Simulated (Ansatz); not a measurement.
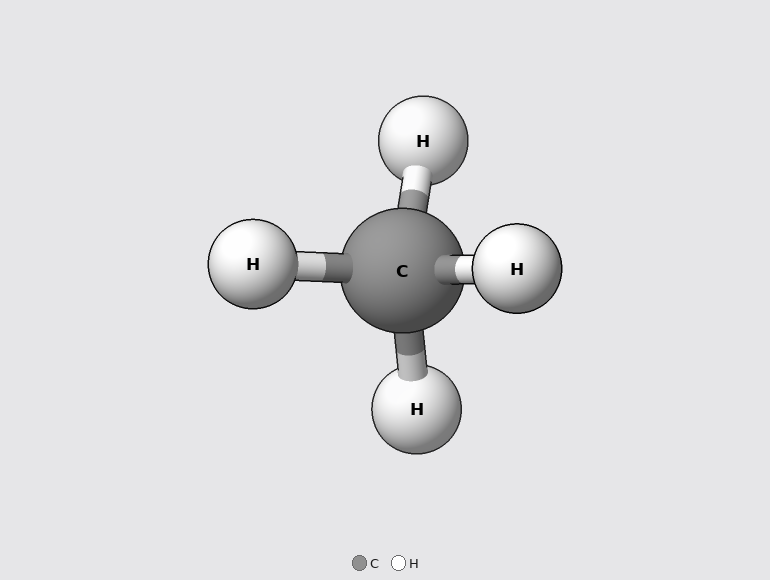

A ball-and-stick model of a molecule. Every bond is drawn as one stick, whatever its order.

The geometry was computed by an optimisation with PBE0-D4/def2-TZVP.

What is the molecular formula?

Answer. CH4, 5 atoms: 1 carbon and 4 hydrogen.

Give the symmetry (Schoenflies symbol).

Answer. Td.

How many sets of symmetry-equivalent atoms are there?

Answer. 2: 1 C, 4 H.

How many bonds of each kind are drawn?

Answer. 4 C–H. Sticks follow a distance rule.

More results for the same structure follow; atom numbers are the same in all pictures, views and colours differ.

Shape

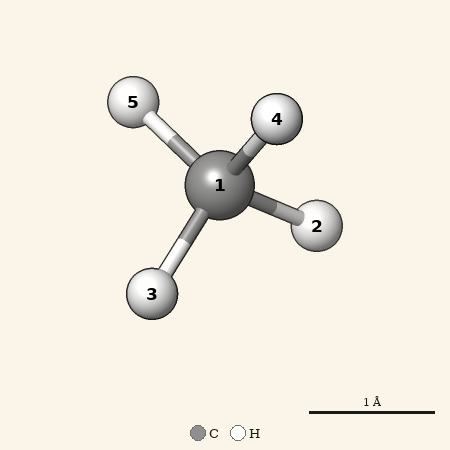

The atoms are numbered.

What is the geometry at C1?

Answer. C1 has 4 neighbours (H2 at 1.09, H3 at 1.09, H4 at 1.09, H5 at 1.09 Å); the arrangement is tetrahedral.

Vibrations

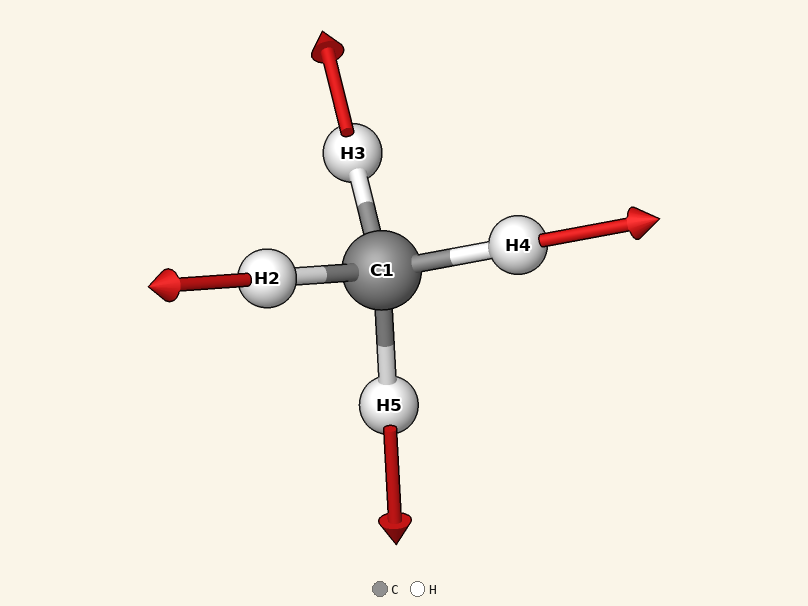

The arrows show one normal mode. Harmonic vibrations computed with RKS PBE0-D4/def2-TZVP (Ansatz 0.2.0) at a stationary point of the same level.

Describe the motion.

Answer. Mostly in-phase stretching of 4 C–H bonds.

Estimate its harmonic wavenumber.

Answer. 3047 cm⁻¹; it is mode 6 of 9 counted from the lowest.

Electronic properties

Properties computed with RKS PBE0-D4/def2-TZVPP (Ansatz 0.2.0).

What is the HOMO energy (Kohn–Sham orbital)?

Answer. −10.98 eV.

What is the HOMO–LUMO gap?

Answer. 12.68 eV.

Charges

The questions are on Mulliken charges. Properties computed with RKS PBE0-D4/def2-TZVP (Ansatz 0.2.0).

List the Mulliken charges.

```csv
atom,value (e)
C1,−0.53
H2,0.13
H3,0.13
H4,0.13
H5,0.13
```

Mulliken values depend strongly on the basis set and can even reverse the polarity of a bond.
